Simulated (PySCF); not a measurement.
Cl$_{3}$HHfO, SMILES `O[Hf](Cl)(Cl)Cl`.

Computed with PySCF, HF/def2-SVPD, geometry: GFN2-xTB. Core potentials replace the inner electrons of Hf; spin–orbit coupling isn't included. This is a single-reference result, which may miss multireference character in this system. No frequency check shows the geometry to be a minimum. GFN2-xTB bond lengths at metals and heavier atoms can be off by up to 0.1 Å and shapes distorted, which carries into these values.

Coordinates in Å:

```
O1      -0.6820   -0.0122    1.9160
Hf2     -0.0200   -0.0013    0.2060
Cl3      1.1918    1.7709   -0.4456
Cl4     -1.9177   -0.0125   -1.0039
Cl5      1.2258   -1.7460   -0.4530
H6      -1.6063   -0.0181    2.1842
```

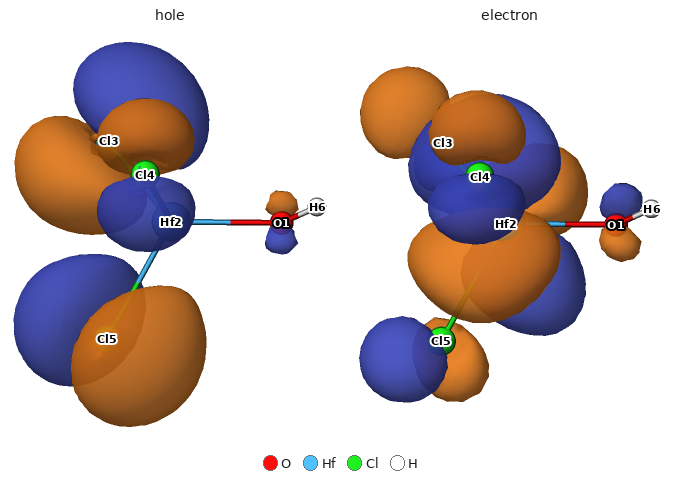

Leading natural transition orbital pair of S₂ (CIS singlet states); the surfaces enclose about 85 % of each orbital's density.

Q: Give its energy, strength and character.

A: 8.78 eV (141 nm), f = 0.009, ligand-to-metal charge transfer; the leading pair carries 78 %; hole on Cl3 and Cl5 (40 % each), Cl4 (10 %) and Hf2 (8 %), electron on Hf2 (61 %) and Cl3, Cl4 and Cl5 (12 % each) (shares are of the whole state, not of the leading pair alone); their centroids lie 0.8 Å apart; S₁ lies within 0.1 eV of it. In canonical orbitals it is mainly HOMO → LUMO+4 (57 %). The HOMO–LUMO gap is 13.77 eV.
